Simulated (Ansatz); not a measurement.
The figure comes from a scan of Se (trigonal-Se type, space group P3_121): the cell is scaled evenly about its relaxed volume V₀. All values below come from PBEsol (plane waves to 420 eV, PAW, scalar-relativistic; Ansatz, a first-principles code). k mesh 10×10×7 (Γ-centred), Fermi-Dirac smearing 0.05 eV. Energies are smeared free energies. Se was relaxed with its symmetry unable to fall. The zero of ΔE is the relaxed starting cell.

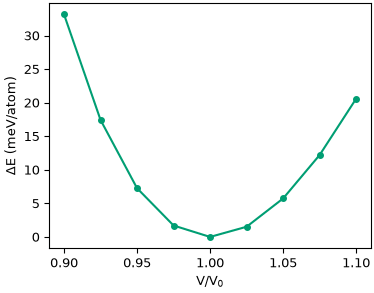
Fig. 1. ΔE (meV/atom) against V/V₀; computed points joined by lines.

Problem. Turn the plot into a table (rounded to what can be read).

Solution. To the nearest 0.5:

```json
[
 {"V/V₀": "0.900", "ΔE (meV/atom)": "33.0"},
 {"V/V₀": "0.925", "ΔE (meV/atom)": "17.5"},
 {"V/V₀": "0.950", "ΔE (meV/atom)": "7.5"},
 {"V/V₀": "0.975", "ΔE (meV/atom)": "1.5"},
 {"V/V₀": "1.000", "ΔE (meV/atom)": "0.0"},
 {"V/V₀": "1.025", "ΔE (meV/atom)": "1.5"},
 {"V/V₀": "1.050", "ΔE (meV/atom)": "5.5"},
 {"V/V₀": "1.075", "ΔE (meV/atom)": "12.0"},
 {"V/V₀": "1.100", "ΔE (meV/atom)": "20.5"}
]
```

(A scan under strain: stresses follow from slopes of the energy per volume, elastic moduli from its curvatures.)
